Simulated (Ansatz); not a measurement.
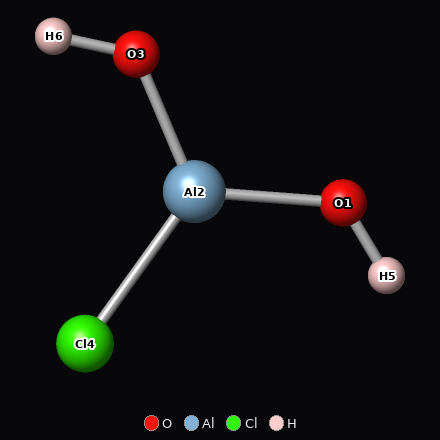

The system is AlClH2O2, SMILES [OH][Al]([OH])[Cl]; the picture shows the reference structure. Coordinates scanned: (1) dihedral O1–Al2–O3–H6; (2) dihedral H5–O1–Al2–O3. Nothing is relaxed (all other coordinates rigid). The grid has 18 × 18 points; 91 points were computed and 233 follow by symmetry. Energies are in meV, from the relaxed molecule at the same level. The calculation used Ansatz 0.2.0, RKS PBE0-D4/def2-SVP.

Its coordinates:

```yaml
atoms:
  - { symbol: O, position_ang: [-0.1661, 1.3798, -0.8505] }
  - { symbol: Al, position_ang: [-0.0521, -0.0927, -0.0355] }
  - { symbol: O, position_ang: [1.0440, -0.2021, 1.2419] }
  - { symbol: Cl, position_ang: [-1.2349, -1.7345, -0.5926] }
  - { symbol: H, position_ang: [-0.7479, 1.5654, -1.5880] }
  - { symbol: H, position_ang: [1.1991, -0.9798, 1.7786] }
```

Range: dihedral O1–Al2–O3–H6 from −180 to 160°; dihedral H5–O1–Al2–O3 from −180 to 160°.

Q: Predict the map.

A: The lowest grid point is at dihedral O1–Al2–O3–H6 = −180°, dihedral H5–O1–Al2–O3 = 0°, −2.5 meV from the relaxed molecule at the same level; the map holds 2 wells of about this depth. There are further wells near dihedral O1–Al2–O3–H6 = −180°, dihedral H5–O1–Al2–O3 = −180° (2.5 meV above the lowest at that grid point); dihedral O1–Al2–O3–H6 = 0°, dihedral H5–O1–Al2–O3 = 0° (116 meV above the lowest at that grid point). The highest grid point, dihedral O1–Al2–O3–H6 = −80°, dihedral H5–O1–Al2–O3 = 80°, lies 289 meV above the lowest. On the interpolated surface the easiest way out of the lowest well to the well at dihedral O1–Al2–O3–H6 = −180°, dihedral H5–O1–Al2–O3 = −180° passes a barrier of about 107 meV. Round the minimum the two coordinates are nearly uncoupled.

```csv
"dihedral H5–O1–Al2–O3 ↓, dihedral O1–Al2–O3–H6 →",−180,−140,−100,−60,−20,20,60,100,140
160,12,65,126,97,25,26,93,110,48
120,78,149,230,200,116,110,179,192,117
80,102,172,273,266,183,162,220,233,153
40,42,101,202,219,160,138,177,177,97
0,−3,50,139,156,121,121,156,139,50
−40,42,97,177,177,138,160,219,202,101
−80,102,153,233,220,162,183,266,273,172
−120,78,117,192,179,110,116,200,230,149
−160,12,48,110,93,26,25,97,126,65
```

The table holds every second grid line.

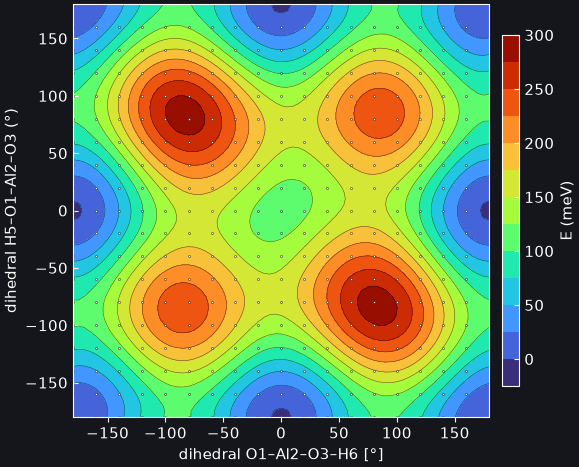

The picture shows filled contours, dots at the grid points. Between grid points the surface is interpolated.

Time for the 91 points that were run: 4.2 min on 1 thread of Arm Neoverse V1, with other jobs on the host.
